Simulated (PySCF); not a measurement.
# YbCl3(NH3): how tightly the ligands are held

Aim: take one ligand of each kind off YbCl3(NH3), with both parts rigid, and scan its distance from the metal. The species was built from a template and needn't be a known compound.

Program: PySCF 2.14.0. Level of theory: PBE0, Yb lcecp-1-SVP with ECP59, Cl def2-SVP, N def2-SVP, H def2-SVP; scalar-relativistic core potentials, no spin–orbit coupling. These are calculated values, not measurements.

1 further run of the same task is left out (for a known fault of the program).

## Step 1: The system as given

8 atoms, charge 0, spin multiplicity 1.

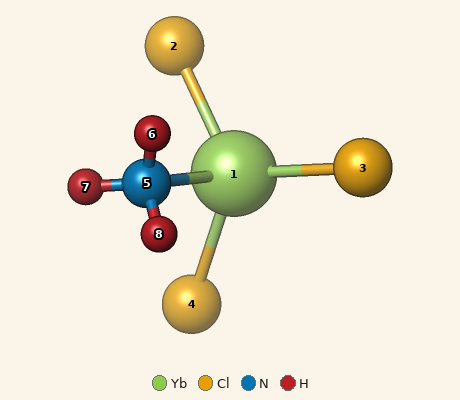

The structure; ytterbium green, chlorine amber, nitrogen blue, hydrogen red; atoms are numbered from 1 in the order of the file.

Geometry (Å):

```xyz
8
Cl3H3NYb
Yb    0.02034   -0.02034    0.02034
Cl    1.15553    1.82508    1.15553
Cl   -1.82508   -1.15553    1.15553
Cl    1.15553   -1.15553   -1.82508
N    -1.36268    1.36268   -1.36268
H    -1.97194    1.97194   -0.81171
H    -0.81171    1.97194   -1.97194
H    -1.97194    0.81171   -1.97194
```

Formal oxidation states: Yb +3. Each metal's 13 4f electrons lie in its core potential, so multiplicities, spins and levels count the valence alone. An earlier session relaxed this geometry at PBE0, Yb lcecp-1-SVP with ECP59, Cl def2-SVP, N def2-SVP, H def2-SVP (singlet, point group C3v).

## Step 2: Cl taken off

The ligand (atom 2) keeps its formal charge and a closed shell where it can; ligand and rest are solved at the complex's geometry, in vacuum, with the settings of the relaxation.

```
   part  charge    state   energy (Eh)
complex       0  singlet  -1475.892819
 ligand      -1  singlet   -459.928134
   rest       1  singlet  -1015.629836
```

It took 2.2 s on 2 threads of Intel Xeon Platinum 8175M at 2.50GHz (Skylake/Cascade Lake), shared host.

## Step 3: Rigid scan of Cl

Atom 2 moves along the line from atom 1; the distance is to the donor, the donors' midpoint or the ring centre. Each point starts from the density of the one before.

```
distance (Å)  energy from the relaxed point (eV)
        2.15                               0.804
        2.25                               0.311
        2.35                               0.068
        2.45                               0.000
        2.55                               0.053
        2.65                               0.188
        2.85                               0.603
        3.15                               1.361
        3.55                               2.345
        4.05                               3.362
```

It took 23 s on 2 threads of Intel Xeon Platinum 8175M at 2.50GHz (Skylake/Cascade Lake), shared host.

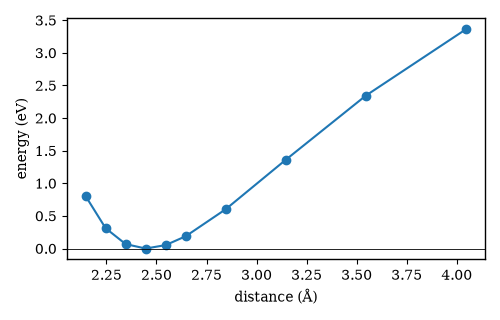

Energy along the rigid scan of Cl.

## Step 4: NH3 taken off

The ligand (atoms 5, 6, 7, 8) keeps its formal charge and a closed shell where it can; ligand and rest are solved at the complex's geometry, in vacuum, with the settings of the relaxation.

| part | charge | state | energy (Eh) |
| --- | --- | --- | --- |
| complex | 0 | singlet | -1475.892819 |
| ligand | 0 | singlet | -56.440633 |
| rest | 0 | singlet | -1419.382717 |

Run time: 1.4 s. Hardware: 2 threads of Intel Xeon Platinum 8175M at 2.50GHz (Skylake/Cascade Lake), shared host.

## Step 5: Rigid scan of NH3

Atoms 5, 6, 7, 8 move together along the line from atom 1; the distance is to the donor, the donors' midpoint or the ring centre. Each point starts from the density of the one before.

| distance (Å) | energy from the relaxed point (eV) |
| --- | --- |
| 2.10 | 0.449 |
| 2.20 | 0.171 |
| 2.30 | 0.037 |
| 2.40 | 0.000 |
| 2.50 | 0.027 |
| 2.60 | 0.096 |
| 2.80 | 0.296 |
| 3.10 | 0.630 |
| 3.50 | 1.007 |
| 4.00 | 1.330 |

It took 21 s on 2 threads of Intel Xeon Platinum 8175M at 2.50GHz (Skylake/Cascade Lake), shared host.

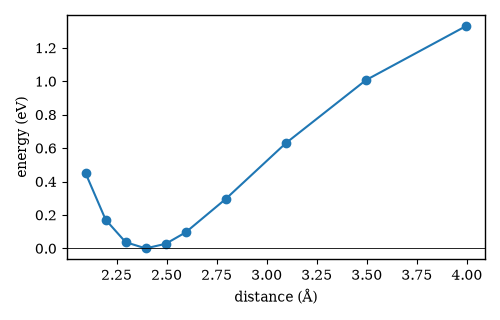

Energy along the rigid scan of NH3.

## Step 6: Outcome

| quantity | value |
| --- | --- |
| taking off Cl | 9.11 eV |
| stiffness of the Cl contact | 12.1 eV/Å² |
| taking off NH3 | 1.89 eV |
| stiffness of the NH3 contact | 6.4 eV/Å² |

In words: Taking off Cl as a fragment of charge -1 costs 9.11 eV, much of it the attraction of the two charges. Near 2.45 Å the Cl contact has a stiffness of about 12.1 eV/Å², and the energy stands 3.36 eV higher at 4.05 Å. Taking off NH3 as a fragment of charge +0 costs 1.89 eV. Near 2.40 Å the NH3 contact has a stiffness of about 6.4 eV/Å², and the energy stands 1.33 eV higher at 4.00 Å. The free anion is solved without diffuse functions, no counterpoise correction is made, and the parts aren't relaxed; each of these makes the binding look larger. The bases are small and lack diffuse functions. Spin–orbit coupling is left out.
